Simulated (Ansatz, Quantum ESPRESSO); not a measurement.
# CaC2 (R-3m): zone-centre phonons, part 2 of 3

Which modes does CaC2 (R-3m) have at the zone centre?

Quantum ESPRESSO 7.5; DFT PBEsol, scalar-relativistic, plane waves, PseudoDojo norm-conserving pseudopotentials.

So far. Step 2 (A first look): A gap of 2.6 eV opens on this mesh, so the crystal is taken as an insulator; the start stands at -2.6 GPa. Step 4 (Self-consistent run for the response): The cell stands at -0.087 GPa, close enough for phonons. The relaxed cell has a = 3.820, c = 11.686 Å (conventional setting).

### 5. Linear response at Γ

At q = 0 one unit cell holds all displacements; symmetry groups them into irreducible representations that are solved one by one. The response to a field gives ε∞ and the Born charges, which polar modes need.

ph.in reads:

```
phonons
 &inputph
    prefix='x',
    outdir='./tmp',
    fildyn='g.dyn',
    tr2_ph=1.0d-18,
    epsil=.true.,
 /
0.000000000 0.000000000 0.000000000
```

On the command line:

```console
OMP_NUM_THREADS=1 mpirun -n 4 ph.x -nk 4 -in ph.in > ph.out
```

Log:

```text
[banners, grids, parts of the stress and lines that vanish by symmetry left out]
[banner, memory and clock lines left out]
Program PHONON v.7.5

     ./tmp/x.save/

     IMPORTANT: XC functional enforced from input :
     Exchange-correlation= PBESOL
                           (   1   4  10   8   0   0   0)
     Any further DFT definition will be discarded
     Please, verify this is what you really want

     G-vector sticks info

     Reading collected, re-writing distributed wavefunctions in ./tmp/

     Number and degeneracy of irreps per q-point
       N         xq(1)         xq(2)         xq(3)   N irreps
       1   0.000000000   0.000000000   0.000000000       6
        1   2   1   1   2   2

     Calculation of q =    0.0000000   0.0000000   0.0000000

     phonons

     bravais-lattice index     =            0
     lattice parameter (alat)  =       8.4588  a.u.
     unit-cell volume          =     332.1359 (a.u.)^3
     number of atoms/cell      =            3
     number of atomic types    =            2
     kinetic-energy cut-off    =      74.0000  Ry
     charge density cut-off    =     296.0000  Ry
     convergence threshold     =      1.0E-18
     beta                      =       0.7000
     number of iterations used =            4
     Exchange-correlation= PBESOL
                           (   1   4  10   8   0   0   0)

     celldm(1)=    8.45882  celldm(2)=    0.00000  celldm(3)=    0.00000
     celldm(4)=    0.00000  celldm(5)=    0.00000  celldm(6)=    0.00000

     crystal axes: (cart. coord. in units of alat)
               a(1) = (  0.4267  0.2463  0.8702 )
               a(2) = ( -0.4267  0.2463  0.8702 )
               a(3) = (  0.0000 -0.4927  0.8702 )

     reciprocal axes: (cart. coord. in units 2 pi/alat)
               b(1) = (  1.1719  0.6766  0.3830 )
               b(2) = ( -1.1719  0.6766  0.3830 )
               b(3) = (  0.0000 -1.3532  0.3830 )

     Atoms inside the unit cell:

     Cartesian axes

     site n.  atom      mass           positions (alat units)
        1  Ca     40.0780   tau(    1) = (    0.00000    0.00000    0.00000  )
        2  C      12.0110   tau(    2) = (   -0.00000   -0.00000    1.44549  )
        3  C      12.0110   tau(    3) = (   -0.00000   -0.00000    1.16516  )

     Computing dynamical matrix for
                    q = (   0.0000000   0.0000000   0.0000000 )

     13 Sym.Ops. (with q -> -q+G )

     G cutoff =  536.4774  (  28661 G-vectors)     FFT grid: ( 48, 48, 48)
     number of k points=    32
                       cart. coord. in units 2pi/alat
        k(    1) = (   0.0000000   0.0000000   0.0000000), wk =   0.0092593
        k(    2) = (  -0.0000000  -0.2255299   0.0638410), wk =   0.0555556
        k(    3) = (  -0.0000000  -0.4510598   0.1276819), wk =   0.0555556
        [... further k-points left out ...]

     PseudoPot. # 1 for Ca read from file:
     ./pseudo/Ca.upf
     Pseudo is Norm-conserving + core correction, Zval = 10.0
     Using radial grid of 1746 points,  6 beta functions with:
                l(1) =   0
                l(2) =   0
                l(3) =   1
                l(4) =   1
                l(5) =   2
                l(6) =   2

     PseudoPot. # 2 for C  read from file:
     ./pseudo/C.upf
     Pseudo is Norm-conserving + core correction, Zval =  4.0
     Using radial grid of 1248 points,  4 beta functions with:
                l(1) =   0
                l(2) =   0
                l(3) =   1
                l(4) =   1

     Mode symmetry, D_3d (-3m)  point group:

     Electric field:
     Dielectric constant
     Born effective charges as d Force / d E

     Atomic displacements:
     There are    6 irreducible representations

     Representation     1      1 modes -  To be done

     Representation     2      2 modes -  To be done

     Representation     3      1 modes -  To be done

     Representation     4      1 modes -  To be done

     Representation     5      2 modes -  To be done

     Representation     6      2 modes -  To be done

     Alpha used in Ewald sum =   2.8000

     Electric Fields Calculation

      thresh= 1.000E-02 alpha_mix =  0.700 |ddv_scf|^2 =  6.535E-07

      thresh= 8.084E-05 alpha_mix =  0.700 |ddv_scf|^2 =  2.326E-06

      thresh= 1.525E-04 alpha_mix =  0.700 |ddv_scf|^2 =  1.558E-09

      thresh= 3.947E-06 alpha_mix =  0.700 |ddv_scf|^2 =  1.483E-10

      thresh= 1.218E-06 alpha_mix =  0.700 |ddv_scf|^2 =  1.200E-11

      thresh= 3.464E-07 alpha_mix =  0.700 |ddv_scf|^2 =  3.511E-13

      thresh= 5.925E-08 alpha_mix =  0.700 |ddv_scf|^2 =  2.456E-14

      thresh= 1.567E-08 alpha_mix =  0.700 |ddv_scf|^2 =  1.394E-16

      thresh= 1.181E-09 alpha_mix =  0.700 |ddv_scf|^2 =  4.764E-18

      thresh= 2.183E-10 alpha_mix =  0.700 |ddv_scf|^2 =  1.104E-18

      thresh= 1.051E-10 alpha_mix =  0.700 |ddv_scf|^2 =  4.393E-20

     End of electric fields calculation

          Dielectric constant in cartesian axis

          (       3.504843164      -0.000000000       0.000000000 )
          (       0.000000000       3.504843164       0.000000000 )
          (       0.000000000      -0.000000000       4.755823228 )

          Effective charges (d Force / dE) in cartesian axis without acoustic sum rule applied (asr)

           atom    1  Ca    Mean Z*:        2.36750
      Ex  (        2.31911        0.00000        0.00000 )
      Ey  (        0.00000        2.31911        0.00000 )
      Ez  (       -0.00000       -0.00000        2.46427 )
           atom    2  C     Mean Z*:       -1.18389
      Ex  (       -1.15978       -0.00000       -0.00000 )
      Ey  (        0.00000       -1.15978        0.00000 )
      Ez  (       -0.00000       -0.00000       -1.23210 )
           atom    3  C     Mean Z*:       -1.18389
      Ex  (       -1.15978       -0.00000       -0.00000 )
      Ey  (        0.00000       -1.15978       -0.00000 )
      Ez  (        0.00000        0.00000       -1.23210 )

          Effective charges Sum: Mean:       -0.00028
             -0.00046        0.00000       -0.00000
              0.00000       -0.00046        0.00000
             -0.00000        0.00000        0.00008

          Effective charges (d Force / dE) in cartesian axis with asr applied:
           atom    1  Ca    Mean Z*:        2.36759
      E*x (        2.31926        0.00000        0.00000 )
      E*y (        0.00000        2.31926        0.00000 )
      E*z (       -0.00000       -0.00000        2.46425 )
           atom    2  C     Mean Z*:       -1.18380
      E*x (       -1.15963       -0.00000       -0.00000 )
      E*y (        0.00000       -1.15963        0.00000 )
      E*z (        0.00000       -0.00000       -1.23212 )
           atom    3  C     Mean Z*:       -1.18380
      E*x (       -1.15963       -0.00000       -0.00000 )
      E*y (       -0.00000       -1.15963       -0.00000 )
      E*z (        0.00000        0.00000       -1.23212 )

     Representation #   1 mode #   1

     Self-consistent Calculation

      thresh= 1.000E-02 alpha_mix =  0.700 |ddv_scf|^2 =  2.911E-06

      thresh= 1.706E-04 alpha_mix =  0.700 |ddv_scf|^2 =  1.383E-06

      thresh= 1.176E-04 alpha_mix =  0.700 |ddv_scf|^2 =  6.272E-09

[...]
End of self-consistent calculation

     Convergence has been achieved

     Representation #   2 modes #   2   3

     Self-consistent Calculation

[...]
End of self-consistent calculation

     Convergence has been achieved

     Representation #   3 mode #   4

     Self-consistent Calculation

[...]
End of self-consistent calculation

     Convergence has been achieved

     Representation #   4 mode #   5

     Self-consistent Calculation

[...]
End of self-consistent calculation

     Convergence has been achieved

     Representation #   5 modes #   6   7

     Self-consistent Calculation

[...]
End of self-consistent calculation

     Convergence has been achieved

     Representation #   6 modes #   8   9

     Self-consistent Calculation

[...]
thresh= 4.701E-05 alpha_mix =  0.700 |ddv_scf|^2 =  1.452E-09

      thresh= 3.811E-06 alpha_mix =  0.700 |ddv_scf|^2 =  2.565E-11

      thresh= 5.065E-07 alpha_mix =  0.700 |ddv_scf|^2 =  8.543E-13

      thresh= 9.243E-08 alpha_mix =  0.700 |ddv_scf|^2 =  5.028E-15

      thresh= 7.091E-09 alpha_mix =  0.700 |ddv_scf|^2 =  1.909E-16

      thresh= 1.382E-09 alpha_mix =  0.700 |ddv_scf|^2 =  2.565E-18

      thresh= 1.601E-10 alpha_mix =  0.700 |ddv_scf|^2 =  8.046E-20

     End of self-consistent calculation

     Convergence has been achieved

     Number of q in the star =    1
     List of q in the star:
          1   0.000000000   0.000000000   0.000000000

          Dielectric constant in cartesian axis

          (       3.504843164      -0.000000000       0.000000000 )
          (       0.000000000       3.504843164       0.000000000 )
          (       0.000000000      -0.000000000       4.755823228 )

          Effective charges (d Force / dE) in cartesian axis without acoustic sum rule applied (asr)

           atom    1  Ca    Mean Z*:        2.36750
      Ex  (        2.31911        0.00000        0.00000 )
      Ey  (        0.00000        2.31911        0.00000 )
      Ez  (       -0.00000       -0.00000        2.46427 )
           atom    2  C     Mean Z*:       -1.18389
      Ex  (       -1.15978       -0.00000       -0.00000 )
      Ey  (        0.00000       -1.15978        0.00000 )
      Ez  (       -0.00000       -0.00000       -1.23210 )
           atom    3  C     Mean Z*:       -1.18389
      Ex  (       -1.15978       -0.00000       -0.00000 )
      Ey  (        0.00000       -1.15978       -0.00000 )
      Ez  (        0.00000        0.00000       -1.23210 )

          Effective charges Sum: Mean:       -0.00028
             -0.00046        0.00000       -0.00000
              0.00000       -0.00046        0.00000
             -0.00000        0.00000        0.00008

          Effective charges (d Force / dE) in cartesian axis with asr applied:
           atom    1  Ca    Mean Z*:        2.36759
      E*x (        2.31926        0.00000        0.00000 )
      E*y (        0.00000        2.31926        0.00000 )
      E*z (       -0.00000       -0.00000        2.46425 )
           atom    2  C     Mean Z*:       -1.18380
      E*x (       -1.15963       -0.00000       -0.00000 )
      E*y (        0.00000       -1.15963        0.00000 )
      E*z (        0.00000       -0.00000       -1.23212 )
           atom    3  C     Mean Z*:       -1.18380
      E*x (       -1.15963       -0.00000       -0.00000 )
      E*y (       -0.00000       -1.15963       -0.00000 )
      E*z (        0.00000        0.00000       -1.23212 )

     Diagonalizing the dynamical matrix

     q = (    0.000000000   0.000000000   0.000000000 )

 **************************************************************************
     freq (    1) =      -0.479569 [THz] =     -15.996706 [cm-1]
     freq (    2) =      -0.474468 [THz] =     -15.826533 [cm-1]
     freq (    3) =      -0.474468 [THz] =     -15.826533 [cm-1]
     freq (    4) =       6.909258 [THz] =     230.468036 [cm-1]
     freq (    5) =       7.481476 [THz] =     249.555188 [cm-1]
     freq (    6) =       7.481476 [THz] =     249.555188 [cm-1]
     freq (    7) =       8.195762 [THz] =     273.381200 [cm-1]
     freq (    8) =       8.195762 [THz] =     273.381200 [cm-1]
     freq (    9) =      57.149324 [THz] =    1906.296253 [cm-1]
 **************************************************************************

     Mode symmetry, D_3d (-3m)  point group:

     freq (   1-   1) =        -16.0  [cm-1]   --> A_2u L_2'       I
     freq (   2-   3) =        -15.8  [cm-1]   --> E_u  L_3'       I
     freq (   4-   4) =        230.5  [cm-1]   --> A_2u L_2'       I
     freq (   5-   6) =        249.6  [cm-1]   --> E_g  L_3        R
     freq (   7-   8) =        273.4  [cm-1]   --> E_u  L_3'       I
     freq (   9-   9) =       1906.3  [cm-1]   --> A_1g L_1        R
```

It took 2.6 min on 4 MPI ranks of Intel Xeon 6975P-C (Granite Rapids), shared host.

Numbers from this step:

| Item | Value |
| --- | --- |
| miss of the charge sum rule | 4.50e-4 e |
| largest acoustic frequency at the zone centre before the sum rule | -16 cm⁻¹ |
| highest optical zone-centre mode (no LO-TO term) | 1906 cm⁻¹ |
| lowest optical zone-centre mode | 230.5 cm⁻¹ |
| mean high-frequency dielectric constant | 3.922 |
| largest Born charge in size (third of the trace) | 2.368 e |

Born charge (rows field, columns displacement), before the sum rule (e), principal values of the symmetric part by kind of site:

```tsv
atom	atoms with these values	low	middle	high	mean
Ca1	1	2.32	2.32	2.46	2.37
C2	2	-1.23	-1.16	-1.16	-1.18
```

In full for C2:

```
-1.16  0.00  0.00
 0.00 -1.16  0.00
 0.00  0.00 -1.23
```

High-frequency dielectric tensor:

```
3.50 0.00 0.00
0.00 3.50 0.00
0.00 0.00 4.76
```

The acoustic modes at Γ come out as far as 16.0 cm⁻¹ from zero, where they should vanish, a sizeable error of basis and grid or of the response kernel of this functional; the Born charges miss their sum rule by 4.5e-4 e, which is good.

### 6. Zone-centre analysis

A rigid shift of the crystal must cost nothing, but grids and finite bases break this; the acoustic sum rule is imposed before the matrix is diagonalised again. With Born charges the intensities follow, and the static dielectric tensor.

dynmat.in reads:

```
 &input
    fildyn='g.dyn',
    asr='simple',
    fileig='dynmat.eig',
    lperm=.true.,
 /
```

On the command line:

```console
dynmat.x -in dynmat.in > dynmat.out
```

Log:

```text
[banner, memory and clock lines left out]
Program DYNMAT v.7.5

     Reading Dynamical Matrix from file g.dyn
     ...Force constants read
     ...epsilon and Z* read
     A direction for q was not specified:TO-LO splitting will be absent

     Polarizability (A^3 units)
     multiply by 0.506600 for Clausius-Mossotti correction
         9.810471    0.000000    0.000000
        -0.000000    9.810471   -0.000000
         0.000000    0.000000   14.710061

     IR activities are in (D/A)^2/amu units

# mode   [cm-1]    [THz]      IR
    1     -0.00   -0.0000    0.0000
    2     -0.00   -0.0000    0.0000
    3      0.00    0.0000    0.0000
    4    230.80    6.9192    9.3278
    5    249.57    7.4818    0.0000
    6    249.57    7.4818    0.0000
    7    273.66    8.2041    8.2625
    8    273.66    8.2041    8.2625
    9   1906.30   57.1493    0.0000

Electronic dielectric permittivity tensor (relative, adimensional)
         3.504843    0.000000    0.000000
        -0.000000    3.504843   -0.000000
         0.000000    0.000000    4.755823

 ... with zone-center polar mode contributions
         8.285948    0.000000    0.000000
         0.000000    8.285948   -0.000000
         0.000000   -0.000000   12.344108

[end of the log left out, with the tail of the file of modes that dynmat.x writes under the same name]
```

It took 0.72 s on 1 thread.

Read from the output:

```yaml
lowest_optical_zone_centre_mode: 230.8 cm⁻¹
mean_static_dielectric_constant: 9.639
```

Unit eigenvectors of the mass-weighted matrix after the sum rule; no LO-TO term. The modes at Γ (shares of kinetic energy by element, %):

```tsv
mode	frequency (cm⁻¹)	symmetry	Ca %	C %
1	0.0	acoustic	63	37
2	0.0	acoustic	63	37
3	0.0	acoustic	63	37
4	230.8	A2u	37	63
5	249.6	Eg	0	100
6	249.6	Eg	0	100
7	273.7	Eu	37	63
8	273.7	Eu	37	63
9	1906.3	A1g	0	100
```

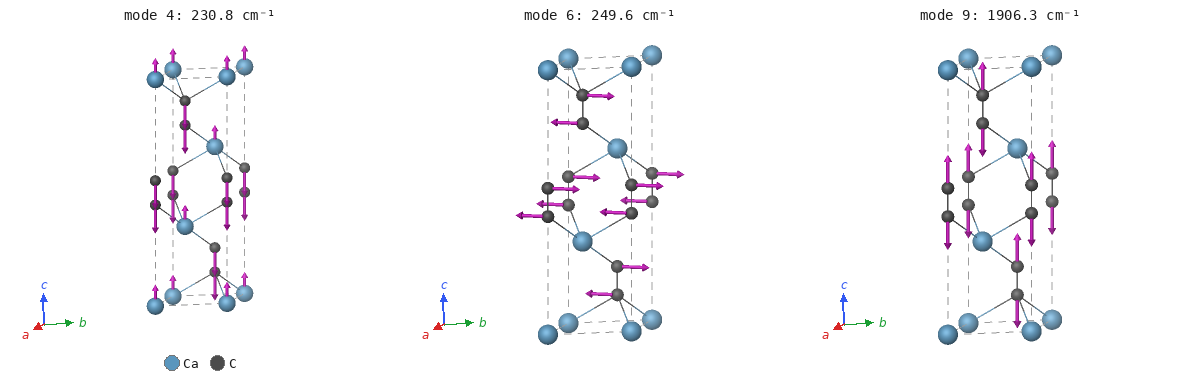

Displacement patterns of modes 4, 6 and 9 at Γ; arrows are exaggerated. Bonds to atoms that aren't drawn are left out. Some periodic images of atoms are drawn too.

Degenerate modes summed, no LO-TO term. Lines of the infrared spectrum (strongest = 100):

```tsv
position (cm⁻¹)	lines merged	label	IR intensity, relative
231	1	A2u	56
250	2	Eg	0.0
274	2	Eu	100
1906	1	A1g	0.0
```

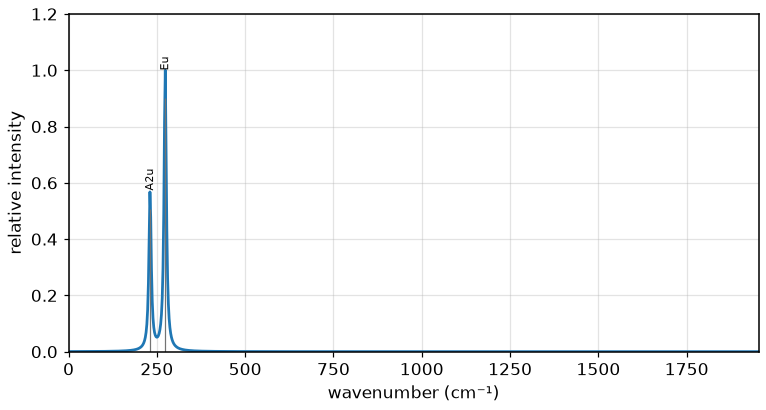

The infrared spectrum, broadened with Lorentzians of width 8 cm⁻¹; bars mark the lines.

Static dielectric tensor (ions relaxed, fixed cell):

```
 8.29  0.00  0.00
 0.00  8.29  0.00
 0.00  0.00 12.34
```

The rule also moves an optical mode by 0.3 cm⁻¹.

### 7. Sum rules set otherwise: a sum rule for molecules or wires on a crystal

This rule also removes rotations, which suits molecules and not a crystal; it is tried to see the harm.

dynmat.in reads:

```
 &input
    fildyn='g.dyn',
    asr='zero-dim',
    fileig='dynmat.eig',
    lperm=.true.,
 /
```

On the command line:

```console
dynmat.x -in dynmat.in > dynmat.out
```

Log:

```text
[banner, memory and clock lines left out]
Program DYNMAT v.7.5

     Reading Dynamical Matrix from file g.dyn
     ...Force constants read
     ...epsilon and Z* read
     Acoustic Sum Rule: || Z*(ASR) - Z*(orig)|| =    3.949358E+00
     Acoustic Sum Rule: ||dyn(ASR) - dyn(orig)||=    1.779444E-01
     A direction for q was not specified:TO-LO splitting will be absent

     Polarizability (A^3 units)
     multiply by 0.506600 for Clausius-Mossotti correction
         9.810471    0.000000    0.000000
        -0.000000    9.810471   -0.000000
         0.000000    0.000000   14.710061

     IR activities are in (D/A)^2/amu units

# mode   [cm-1]    [THz]      IR
    1     -0.00   -0.0000    0.0000
    2     -0.00   -0.0000    0.0000
    3     -0.00   -0.0000    0.0000
    4      0.00    0.0000    0.0000
    5      0.00    0.0000    0.0000
    6    229.75    6.8878    9.3278
    7    252.69    7.5753    0.5101
    8    252.69    7.5753    0.5101
    9   1906.30   57.1493    0.0000

Electronic dielectric permittivity tensor (relative, adimensional)
         3.504843    0.000000    0.000000
        -0.000000    3.504843   -0.000000
         0.000000    0.000000    4.755823

 ... with zone-center polar mode contributions
         3.851031    0.000000    0.000000
         0.000000    3.851031    0.000000
         0.000000    0.000000   12.413545

[end of the log left out, with the tail of the file of modes that dynmat.x writes under the same name]
```

Elapsed: 0.69 s, on 1 thread.

The run ended normally, but on settings that are not sound.

The fault: a sum rule for molecules or wires on a crystal; 2 optical modes are projected out to zero frequency, as if they were rotations, and the static dielectric tensor is spoilt.

For a crystal the rule has to be 'simple' or 'crystal'.

Zone-centre frequencies as printed; negative means imaginary. Modes:

```tsv
mode	frequency (cm⁻¹)
1	0
2	0
3	0
4	0
5	0
6	229.8
7	252.7
8	252.7
9	1906
```

### 8. Sum rules set otherwise (asr no)

Without the rule the raw error of the acoustic modes shows.

dynmat.in reads:

```
 &input
    fildyn='g.dyn',
    asr='no',
    fileig='dynmat.eig',
    lperm=.true.,
 /
```

On the command line:

```console
dynmat.x -in dynmat.in > dynmat.out
```

Log:

```text
[banner, memory and clock lines left out]
Program DYNMAT v.7.5

     Reading Dynamical Matrix from file g.dyn
     ...Force constants read
     ...epsilon and Z* read
     A direction for q was not specified:TO-LO splitting will be absent

     Polarizability (A^3 units)
     multiply by 0.506600 for Clausius-Mossotti correction
         9.810471    0.000000    0.000000
        -0.000000    9.810471   -0.000000
         0.000000    0.000000   14.710061

     IR activities are in (D/A)^2/amu units

# mode   [cm-1]    [THz]      IR
    1    -16.00   -0.4796    0.0001
    2    -15.83   -0.4745    0.0000
    3    -15.83   -0.4745    0.0000
    4    230.47    6.9093    9.3275
    5    249.56    7.4815    0.0000
    6    249.56    7.4815    0.0000
    7    273.38    8.1958    8.2634
    8    273.38    8.1958    8.2634
    9   1906.30   57.1493    0.0000

Electronic dielectric permittivity tensor (relative, adimensional)
         3.504843    0.000000    0.000000
        -0.000000    3.504843   -0.000000
         0.000000    0.000000    4.755823

 ... with zone-center polar mode contributions
         8.296172    0.000000   -0.000000
         0.000000    8.296172   -0.000000
        -0.000000   -0.000000   12.365722

[end of the log left out, with the tail of the file of modes that dynmat.x writes under the same name]
```

Elapsed: 0.68 s, on 1 thread.

Read from the output:

```
lowest optical zone-centre mode : 230.5 cm⁻¹
mean static dielectric constant : 9.653
```

Zone-centre frequencies as printed; negative means imaginary. Modes:

```tsv
mode	frequency (cm⁻¹)
1	-16
2	-15.83
3	-15.83
4	230.5
5	249.6
6	249.6
7	273.4
8	273.4
9	1906
```

Against the first rule no mode moves by more than 16.1 cm⁻¹.

[end of part 2 of 3]

[Host names and launcher messages were left out of these logs when they were recorded.]

[Logs are printed without paths, hosts, clocks, repeated set-up lines and the standing remarks that a program may print on its own settings, such as how far it seeks lower states.]

[Hosts, paths, dates, database ids (printed as entryN), source tags and the programs' standing remarks are cut or masked in the printed files.]
